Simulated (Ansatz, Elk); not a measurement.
# How far do independent atoms describe BeGeBi2?

Structure refinements treat a crystal as free atoms side by side. For a made-up structure of BeGeBi2 (cell and positions from a PBE relaxation) the runs below show what the calculated density changes in F(hkl).

Method: DFT, PBE, all-electron APW+lo, Dirac cores, scalar-relativistic bands, static density, no spin, in Elk 11.2.3 (patched build).

The structure was built from a prototype and need not be the compound's stable phase.

**1. Set-up**

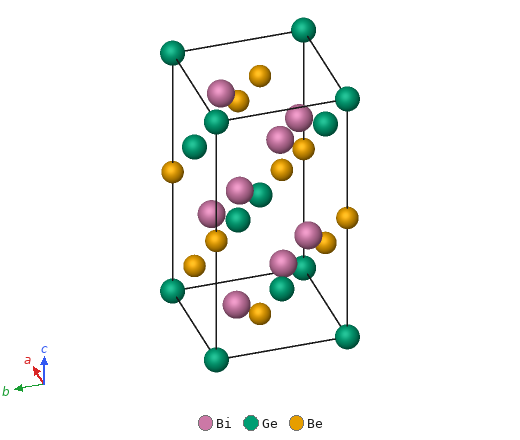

The cell as given, from a free direction (bismuth pink, germanium teal, beryllium orange). This picture shows the conventional cell, with its axes. Some periodic images of atoms are drawn too.

**2. Ground state and structure factors**

An all-electron density is needed, since X-rays see the cores too. Task 0 finds the density and task 195 Fourier-transforms it; tshift is off so that phases refer to the origin typed.

The input, elk.in:

```
tasks
  0
  195

xctype
  20

spinpol
  .false.

rgkmax
  7.0

gmaxvr
  14.0

lmaxo
  7

lmaxapw
  8

swidth
  0.002

tshift
  .false.

ramdisk
  .false.

hmaxvr
  5.5

maxscl
  120

epspot
  1e-06

sppath
  './'

avec
  -5.77357412289 5.77357412289 11.68948309520
  5.77357412289 -5.77357412289 11.68948309520
  5.77357412289 5.77357412289 -11.68948309520

atoms
  3
  'Bi.in'
  4
  0.8750000000 0.4105461340 0.0355461340   0.000000 0.000000 0.000000
  0.3750000000 0.8394538660 0.9644538660   0.000000 0.000000 0.000000
  0.5894538660 0.6250000000 0.4644538660   0.000000 0.000000 0.000000
  0.1605461340 0.1250000000 0.5355461340   0.000000 0.000000 0.000000
  'Ge.in'
  2
  0.7500000000 0.2500000000 0.5000000000   0.000000 0.000000 0.000000
  0.0000000000 -0.0000000000 0.0000000000   0.000000 0.000000 0.000000
  'Be.in'
  2
  0.2500000000 0.7500000000 0.5000000000   0.000000 0.000000 0.000000
  0.5000000000 0.5000000000 -0.0000000000   0.000000 0.000000 0.000000

ngridk
  5 5 5
```

Run with:

```sh
> OMP_NUM_THREADS=4 elk
```

Numbers of over 12 decimals in the logs are rounded to 6 here.

What it wrote:

```text
┌─────────────────────────┐
│ Elk code version 11.2.3 │
└─────────────────────────┘

All units are atomic (Hartree, Bohr, etc.)

┌─────────────────────────────────────────────────┐
│ Ground-state run starting from atomic densities │
└─────────────────────────────────────────────────┘

Lattice vectors :
  -5.773574123       5.773574123       11.68948310
   5.773574123      -5.773574123       11.68948310
   5.773574123       5.773574123      -11.68948310

Reciprocal lattice vectors :
 -0.9272273676E-17  0.5441330771      0.2687537702
  0.5441330771     -0.9272273676E-17  0.2687537702
  0.5441330771      0.5441330771     -0.1159211014E-16

Unit cell volume      :    1558.636313
Brillouin zone volume :   0.1591456656

Muffin-tin inner radius fraction :   0.1000000000E-01

Nuclei treated as point charges

Species : 1 (Bi)
 parameters loaded from : Bi.in
 name : bismuth
 nuclear charge    :   -83.00000000
 electronic charge :    83.00000000
 atomic mass :    380947.9285
 muffin-tin radius :    2.800000000
 number of radial points in muffin-tin :   1393
 inner part over the whole radius :   0.9976520004E-02
 number on inner part of muffin-tin    :   1001
 approximate nuclear radius :   0.1052171418E-03
 number of mesh points to nuclear radius :    526
 atomic positions (lattice), magnetic fields (Cartesian) :
  1 :   0.87500000  0.41054613  0.03554613    0.00000000  0.00000000  0.00000000
  2 :   0.37500000  0.83945387  0.96445387    0.00000000  0.00000000  0.00000000
  3 :   0.58945387  0.62500000  0.46445387    0.00000000  0.00000000  0.00000000
  4 :   0.16054613  0.12500000  0.53554613    0.00000000  0.00000000  0.00000000

Species : 2 (Ge)
 parameters loaded from : Ge.in
 name : germanium
 nuclear charge    :   -32.00000000
 electronic charge :    32.00000000
 atomic mass :    132414.6196
 muffin-tin radius :    2.400000000
 number of radial points in muffin-tin :    993
 inner part over the whole radius :   0.9906635991E-02
 number on inner part of muffin-tin    :    702
 approximate nuclear radius :   0.7637961215E-04
 number of mesh points to nuclear radius :    340
 atomic positions (lattice), magnetic fields (Cartesian) :
  1 :   0.75000000  0.25000000  0.50000000    0.00000000  0.00000000  0.00000000
  2 :   0.00000000  0.00000000  0.00000000    0.00000000  0.00000000  0.00000000

Species : 3 (Be)
 parameters loaded from : Be.in
 name : beryllium
 nuclear charge    :   -4.000000000
 electronic charge :    4.000000000
 atomic mass :    16428.20280
 muffin-tin radius :    1.800000000
 number of radial points in muffin-tin :    593
 inner part over the whole radius :   0.9826427374E-02
 number on inner part of muffin-tin    :    403
 approximate nuclear radius :   0.4290726161E-04
 number of mesh points to nuclear radius :    156
 atomic positions (lattice), magnetic fields (Cartesian) :
  1 :   0.25000000  0.75000000  0.50000000    0.00000000  0.00000000  0.00000000
  2 :   0.50000000  0.50000000  0.00000000    0.00000000  0.00000000  0.00000000

Total number of atoms per unit cell :    8
Total muffin-tin volume :    532.4790108
 ratio of muffin-tin to unit cell volume :   0.3416313392

Spin treatment :
 spin-unpolarised

Number of Bravais lattice symmetries :   16
Number of crystal symmetries         :    8
Crystal has no inversion symmetry
Complex Hermitian eigensolver will be used

k-point grid :      5     5     5
k-point offset :    0.000000000       0.000000000       0.000000000
k-point set is reduced with full crystal symmetry group
Total number of k-points :       24

Muffin-tin radius times maximum |G+k| :    7.000000000
 using average radius
Maximum |G+k| for APW functions       :    2.857142857
Maximum (1/2)|G+k|²                   :    4.081632653
Maximum |G| for potential and density :    14.00000000
Constant for pseudocharge density :   10
 order of it for each species :   17  17  17
 order of it for pair densities of each species (exact exchange by exxq0 0: 18) :   13   9   4
Radial integration step length :    1

[...]
total energy                :     -90559.459519410

Density of states at Fermi energy :    22.06632755
 (states/Hartree/unit cell)

Estimated indirect band gap :   0.4115224804E-02
 from k-point 7 to k-point 1
Estimated direct band gap   :   0.1402816478E-01
 at k-point 1

Charges :
 core                        :    312.0000000
 valence                     :    92.00000000
 interstitial                :    12.33394209
 muffin-tins (core leakage)
  species : 1 (Bi)
[...]
species : 2 (Ge)
[...]
species : 3 (Be)
[...]
total in muffin-tins        :    391.6660579
 total calculated charge     :    403.9933620
 total charge                :    404.0000000
 error                       :   0.6637993804E-02

RMS change in Kohn-Sham potential (target) :    3.110127369     (  0.1000000000E-05)
Absolute change in total energy (target)   :    3.970130499     (  0.1000000000E-03)

[... loops 3 to 15 left out ...]

┌──────────────────┐
│ Loop number : 16 │
└──────────────────┘

Energies :
 Fermi                       :     0.166339
 sum of occupied eigenvalues :     -55952.074617983
 electron kinetic            :      105301.46599046
 core electron kinetic       :      104391.60670031
 Coulomb                     :     -194095.20795093
 Coulomb potential           :     -158951.13217490
 nuclear-nuclear             :     -6280.8942451530
 electron-nuclear            :     -216762.35711222
 Hartree                     :      28948.043406437
 Madelung                    :     -114619.64186348
 xc potential                :     -2302.4084335419
 exchange                    :     -1736.3200836425
 correlation                 :     -23.819229407706
 electron entropic           :    -0.32584407120341E-03
 total energy                :     -90553.881599365

Density of states at Fermi energy :    26.49398505
 (states/Hartree/unit cell)

Estimated indirect band gap :   0.1964281193E-02
 from k-point 7 to k-point 8
Estimated direct band gap   :   0.1472579324E-01
 at k-point 1

Charges :
 core                        :    312.0000000
 valence                     :    92.00000000
 interstitial                :    12.17994900
 muffin-tins (core leakage)
  species : 1 (Bi)
[...]
species : 2 (Ge)
[...]
species : 3 (Be)
[...]
total in muffin-tins        :    391.8200510
 total calculated charge     :    403.9935700
 total charge                :    404.0000000
 error                       :   0.6430011038E-02

RMS change in Kohn-Sham potential (target) :   0.1174183270E-06 (  0.1000000000E-05)
Absolute change in total energy (target)   :   0.6591290003E-04 (  0.1000000000E-03)

Convergence targets achieved

┌──────────────────┐
│ Loop number : 17 │
└──────────────────┘

Energies :
 Fermi                       :     0.166339
 sum of occupied eigenvalues :     -55952.074613247
 electron kinetic            :      105301.46599201
 core electron kinetic       :      104391.60670057
 Coulomb                     :     -194095.20795008
 Coulomb potential           :     -158951.13217375
 nuclear-nuclear             :     -6280.8942451530
 electron-nuclear            :     -216762.35711067
 Hartree                     :      28948.043405741
 Madelung                    :     -114619.64186321
 xc potential                :     -2302.4084315079
 exchange                    :     -1736.3200835947
 correlation                 :     -23.819229414040
 electron entropic           :    -0.32584418267895E-03
 total energy                :     -90553.881596925

Density of states at Fermi energy :    26.49399540
 (states/Hartree/unit cell)

Estimated indirect band gap :   0.1964274400E-02
 from k-point 7 to k-point 8
Estimated direct band gap   :   0.1472579880E-01
 at k-point 1

Charges :
 core                        :    312.0000000
 valence                     :    92.00000000
 interstitial                :    12.17994899
 muffin-tins (core leakage)
  species : 1 (Bi)
[...]
species : 2 (Ge)
[...]
atom 2                    :    30.44597394     (  0.3326218863E-03)
  species : 3 (Be)
   atom 1                    :    2.714072829     (  0.1122110634E-02)
   atom 2                    :    2.714072829     (  0.1122110634E-02)
 total in muffin-tins        :    391.8200510
 total calculated charge     :    403.9935700
 total charge                :    404.0000000
 error                       :   0.6430011126E-02

┌──────────────────────────────┐
│ Self-consistent loop stopped │
└──────────────────────────────┘

Warning : core states of species 1 leak from the muffin-tin :   0.6848009015E-03

Warning : core states of species 2 leak from the muffin-tin :   0.3326218863E-03

Warning : core states of species 3 leak from the muffin-tin :   0.1122110634E-02

Wrote STATE.OUT
```

Run time: 2.4 min. Hardware: 4 threads of Arm Neoverse V1, shared host; peak memory 0.38 GiB; 7 min of CPU time.

SFACRHO.OUT:

```text

h k l indices transformed by vhmat matrix:
   1.000000000       0.000000000       0.000000000    
   0.000000000       1.000000000       0.000000000    
   0.000000000       0.000000000       1.000000000    

      h      k      l  multipl.   |H|            Re(F)            Im(F)           |F|

      0      0      0      1   0.0000000       404.00000     -0.26697242E-15   404.00000    
      1      1     -1      2  0.53750754      0.70636853E-13 -0.19525538E-13  0.73285822E-13
     -1      0      1      4  0.60688499       1.8583772      -1.8583772       2.6281423    
     -1      0      0      4  0.60688499       1.8583772       1.8583772       2.6281423    
     -1      1      0      4  0.76952038     -0.21968399E-13 -0.59440730E-13  0.63370427E-13
      1      1     -2      4  0.93865647       61.527178       293.01475       299.40481    
      2      0     -1      4  0.93865647       61.527178      -293.01475       299.40481    
      1      2     -2      4  0.97269631       48.400759       48.400759       68.449010    
      2      1     -2      4  0.97269631       48.400759      -48.400759       68.449010    
      2      2     -2      2   1.0750151      -234.26722     -0.42690455E-12   234.26722    
      1     -1     -1      4   1.0882662      -219.46236      0.20491613E-12   219.46236    
      2      0      0      4   1.2137700     -0.37853242E-13  -14.006291       14.006291    
      2      0     -2      4   1.2137700     -0.21089663E-12   14.006291       14.006291    
      2     -1     -1      4   1.2460468       89.585763      -2.6570781       89.625158    
      1     -2      0      4   1.2460468       89.585763       2.6570781       89.625158    
      0      1      1      4   1.2460468       2.6570781      -89.585763       89.625158    
     -1      0      2      4   1.2460468       2.6570781       89.585763       89.625158    
      1      3     -2      4   1.3220511      0.53400109E-13 -0.11348522E-12  0.12542115E-12
```

Elk indexes on the primitive cell of elk.in and gives |H| = 4π sin θ/λ in inverse bohr. Below, one row stands for each form hkl of the conventional cell (m members, Friedel mates merged), F is for one primitive cell and the density is static (no thermal factor). Free-atom factors are Waasmaier and Kirfel's, and R is Σm||F|−|F'||/Σm|F|.

| hkl | m | sin θ/λ (Å⁻¹) | abs F, DFT | neutral atoms | diff. | abs of complex diff. |
| --- | --- | --- | --- | --- | --- | --- |
| 002 | 2 | 0.081 | 0.000 | 0.000 | +0.000 | 0.000 |
| 101 | 8 | 0.091 | 2.628 | 2.733 | -0.105 | 0.105 |
| 110 | 4 | 0.116 | 0.000 | 0.000 | +0.000 | 0.000 |
| 112 | 8 | 0.141 | 299.405 | 299.193 | +0.212 | 0.712 |
| 103 | 8 | 0.146 | 68.449 | 68.635 | -0.186 | 0.186 |
| 004 | 2 | 0.162 | 234.267 | 234.797 | -0.530 | 0.530 |
| 200 | 4 | 0.164 | 219.462 | 219.956 | -0.494 | 0.494 |
| 202 | 8 | 0.182 | 14.006 | 14.059 | -0.053 | 0.053 |
| 211 | 16 | 0.187 | 89.625 | 89.765 | -0.139 | 0.140 |
| 114 | 8 | 0.199 | 0.000 | 0.000 | +0.000 | 0.000 |
| 105 | 8 | 0.218 | 62.871 | 62.906 | -0.036 | 0.036 |
| 213 | 16 | 0.220 | 59.329 | 59.321 | +0.008 | 0.124 |
| 204 | 8 | 0.230 | 310.126 | 310.600 | -0.474 | 0.474 |
| 220 | 4 | 0.231 | 296.353 | 296.786 | -0.433 | 0.433 |
| 006 | 2 | 0.242 | 0.000 | 0.000 | +0.000 | 0.000 |
| 222 | 8 | 0.245 | 0.000 | 0.000 | +0.000 | 0.000 |
| 301 | 8 | 0.249 | 113.272 | 113.478 | -0.206 | 0.206 |
| 310 | 8 | 0.259 | 25.058 | 25.078 | -0.020 | 0.020 |
| 116 | 8 | 0.269 | 257.008 | 257.502 | -0.494 | 0.625 |
| 312 | 16 | 0.271 | 232.097 | 232.569 | -0.472 | 0.591 |
| 215 | 16 | 0.273 | 55.719 | 55.718 | +0.002 | 0.118 |
| 303 | 8 | 0.274 | 49.988 | 49.899 | +0.089 | 0.089 |

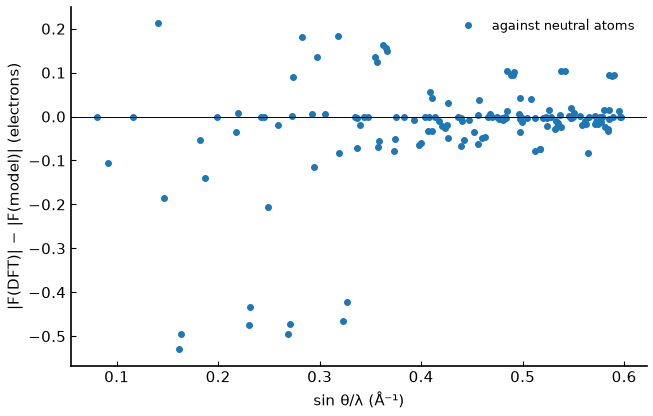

Difference between the calculated structure factors and the independent-atom ones.

**3. The highest occupied states alone**

An energy window below the Fermi level keeps the highest occupied states, to see at which angles they scatter; shallow core shells can lie inside it and anion s states outside. No new self-consistency is needed.

elk.in: that of step 2 with these lines changed.

```diff
@@ -1,3 +1,2 @@
 tasks
-  0
   195
@@ -40,2 +39,5 @@
 
+wsfac
+  -0.274650 0.466340
+
 sppath
```

Run with:

```sh
> OMP_NUM_THREADS=4 elk
```

What it wrote:

```text
┌─────────────────────────────────┐
│ Elk code version 11.2.3 started │
└─────────────────────────────────┘

Info(readinput): the functional depends on the density's gradient
 muffin-tin radial points multiplied by    2.00000
 (not where nrmtscf is given)

┌────────────────────┐
│ Current task : 195 │
└────────────────────┘

Info(sfacrho): density structure factors written to SFACRHO.OUT

 Energy window :  -0.2746500000      0.4663400000

┌──────────────────┐
│ Elk code stopped │
└──────────────────┘
```

Elapsed: 39 s, on 4 threads; peak memory 0.27 GiB; 44 s of CPU time.

States within 12 eV below the Fermi level hold 31.41 electrons; any levels below the window count with the cores, and a count that is not whole means the window cuts a band. Their amplitudes can exceed the total, where window and core parts have opposite phase:

| hkl | sin θ/λ (Å⁻¹) | abs F, window | abs F, all |
| --- | --- | --- | --- |
| 002 | 0.081 | 0.000 | 0.000 |
| 101 | 0.091 | 0.421 | 2.628 |
| 110 | 0.116 | 0.000 | 0.000 |
| 112 | 0.141 | 7.496 | 299.405 |
| 103 | 0.146 | 1.429 | 68.449 |
| 004 | 0.162 | 0.619 | 234.267 |
| 200 | 0.164 | 0.389 | 219.462 |
| 202 | 0.182 | 0.075 | 14.006 |
| 211 | 0.187 | 0.799 | 89.625 |
| 114 | 0.199 | 0.000 | 0.000 |

**4. Another functional**

The difference from free atoms is small, so it is set against the change that LDA (Perdew-Wang) makes.

elk.in: that of step 3 with these lines changed.

```diff
@@ -1,2 +1,3 @@
 tasks
+  0
   195
@@ -4,3 +5,3 @@
 xctype
-  20
+  3
 
@@ -39,5 +40,2 @@
 
-wsfac
-  -0.274650 0.466340
-
 sppath
```

Run with:

```sh
> OMP_NUM_THREADS=4 elk
```

What it wrote:

```text
┌─────────────────────────┐
│ Elk code version 11.2.3 │
└─────────────────────────┘

All units are atomic (Hartree, Bohr, etc.)

┌─────────────────────────────────────────────────┐
│ Ground-state run starting from atomic densities │
└─────────────────────────────────────────────────┘

Lattice vectors :
  -5.773574123       5.773574123       11.68948310
   5.773574123      -5.773574123       11.68948310
   5.773574123       5.773574123      -11.68948310

Reciprocal lattice vectors :
 -0.9272273676E-17  0.5441330771      0.2687537702
[...]
atom 2                    :    2.710323520     (  0.1216810882E-02)
 total in muffin-tins        :    391.8879411
 total calculated charge     :    403.9933550
 total charge                :    404.0000000
 error                       :   0.6645027630E-02

┌──────────────────────────────┐
│ Self-consistent loop stopped │
└──────────────────────────────┘

Warning : core states of species 1 leak from the muffin-tin :   0.6832877435E-03

Warning : core states of species 2 leak from the muffin-tin :   0.3363862266E-03

Warning : core states of species 3 leak from the muffin-tin :   0.1216810882E-02

Wrote STATE.OUT
[key lines of the parts left out:]
total energy                :     -90501.688990669
```

The job ended after 1.7 min (4 threads; peak memory 0.31 GiB; 5.4 min of CPU time).

Against the first run R = 0.01 %; the largest change is -0.074 at 228.

**5. A coarser k-mesh**

About half the k-points along each axis test the sampling.

elk.in: that of step 4 with these lines changed.

```diff
@@ -5,3 +5,3 @@
 xctype
-  3
+  20
 
@@ -66,2 +66,2 @@
 ngridk
-  5 5 5
+  2 2 2
```

Run with:

```sh
> OMP_NUM_THREADS=4 elk
```

What it wrote:

```text
┌─────────────────────────┐
│ Elk code version 11.2.3 │
└─────────────────────────┘

All units are atomic (Hartree, Bohr, etc.)

┌─────────────────────────────────────────────────┐
│ Ground-state run starting from atomic densities │
└─────────────────────────────────────────────────┘

Lattice vectors :
  -5.773574123       5.773574123       11.68948310
   5.773574123      -5.773574123       11.68948310
   5.773574123       5.773574123      -11.68948310

Reciprocal lattice vectors :
 -0.9272273676E-17  0.5441330771      0.2687537702
[...]
atom 2                    :    2.717237734     (  0.1123686502E-02)
 total in muffin-tins        :    391.8186911
 total calculated charge     :    403.9935625
 total charge                :    404.0000000
 error                       :   0.6437489561E-02

┌──────────────────────────────┐
│ Self-consistent loop stopped │
└──────────────────────────────┘

Warning : core states of species 1 leak from the muffin-tin :   0.6848877540E-03

Warning : core states of species 2 leak from the muffin-tin :   0.3331329406E-03

Warning : core states of species 3 leak from the muffin-tin :   0.1123686502E-02

Wrote STATE.OUT
[key lines of the parts left out:]
total energy                :     -90553.868622775
```

It took 68 s on 4 threads; peak memory 0.38 GiB; 2 min of CPU time.

Against the first run R = 0.00 %; the largest change is +0.045 at 204.

**6. Settings against the effect**

| run | R against the first run (%) | R against neutral atoms, low angle (%) | wall time |
| --- | --- | --- | --- |
| PBE, rgkmax 7 | 0.00 | 0.16 | 2.4 min |
| LDA (Perdew-Wang) | 0.01 | 0.15 | 1.7 min |
| k-mesh 2×2×2 | 0.00 | 0.15 | 68 s |

**7. Summary of results**

| Quantity | Value |
| --- | --- |
| R against neutral atoms, sin θ/λ < 0.3 Å⁻¹ | 0.16 % |
| R against neutral atoms, 0.3 to 0.60 Å⁻¹ | 0.03 % |

What this shows: Independent neutral atoms miss the calculated amplitudes by R = 0.16 % below 0.3 Å⁻¹ and 0.03 % from there to 0.60 Å⁻¹; by shells, 0.14 % below 0.15 Å⁻¹ (3 forms), 0.16 % 0.15 to 0.3 (18 forms), 0.05 % 0.3 to 0.45 (39 forms), 0.02 % above 0.45 (71 forms). Bonding, aspherical density and the tables' own atoms all enter these figures, and the runs don't part them. The largest change of an amplitude is -0.53 electrons, at 004. R counts amplitudes alone; phases shift too. The window's part falls from 31.4 electrons at the origin to at most 0.42 between 0.45 and 0.60 Å⁻¹. Below 0.3 Å⁻¹ the changes that finished (LDA (Perdew-Wang) and k-mesh 2×2×2) move F by R = 0.01 % at most, against the 0.16 % that separates it from free atoms. The basis has no finished test. Spin-orbit coupling is left out, which can matter for elements this heavy. Part of the difference isn't bonding: the tables are fits to free atoms and ions calculated by other methods than this functional. Thermal motion, anomalous dispersion and extinction are left out.

[Logs are printed without paths, hosts, clocks, repeated set-up lines and the standing remarks that a program may print on its own settings, such as how far it seeks lower states.]

[Hosts, paths, dates, database ids (printed as entryN), source tags and the programs' standing remarks are cut or masked in the printed files.]
